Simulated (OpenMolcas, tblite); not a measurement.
**A ladder of methods for GaCl2O (SMILES [O][Ga]([Cl])[Cl])**

GaCl2O has 4 atoms, charge 0, and is taken as a doublet. As SMILES, `[O][Ga]([Cl])[Cl]`. The coordinates come from a PBE0-D4/def2-TZVP relaxation.

```xyz
4

O     0.7463    1.0557    1.3121
Ga    0.0358    0.0169    0.0342
Cl    0.7604   -1.9529   -0.1809
Cl   -1.4868    0.8198   -1.1857
```

Each level gives the vertical electron affinity (to the singlet anion) (eV). The values are calculated.

The electron affinity is E(neutral) − E(anion): positive where the electron is bound.

| level | kind | program | value (eV) | CPU time (all runs) |
| --- | --- | --- | --- | --- |
| IPEA1-xTB | semi-empirical | tblite | 10.16 | under 2 s |
| UHF/aug-cc-pVDZ | Hartree–Fock | OpenMolcas | 1.00 | 45 s |
| USVWN5/aug-cc-pVDZ | LDA | OpenMolcas | 3.80 | 67 s |
| UPBE/aug-cc-pVDZ | GGA | OpenMolcas | 3.40 | 99 s |
| U-r2SCAN/aug-cc-pVDZ | meta-GGA | OpenMolcas | 3.16 | 1.8 min |
| UB3LYP/aug-cc-pVDZ | global hybrid | OpenMolcas | 3.22 | 91 s |
| UPBE0/aug-cc-pVDZ | global hybrid | OpenMolcas | 3.05 | 83 s |

All-electron rows without a relativistic Hamiltonian named are non-relativistic. Where it was recorded, the anion's HOMO is positive in UPBE/aug-cc-pVDZ: a fault of the level (basis or self-interaction), which says nothing on whether the real anion is bound. The values span 1.00 to 10.16 eV. The xTB values lack the empirical shift that such differences need. Times are those of the runs behind each value, whatever else they computed, on shared processors of several kinds: orders of magnitude only.

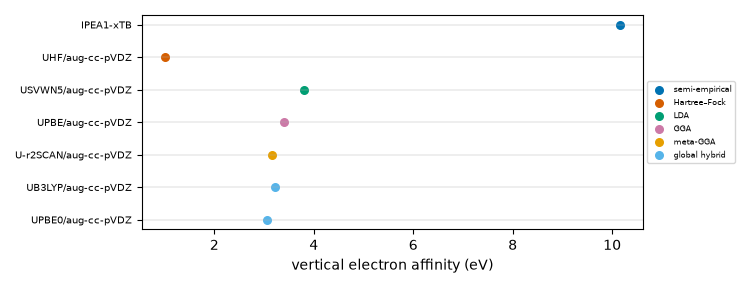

The values of the table, level by level.
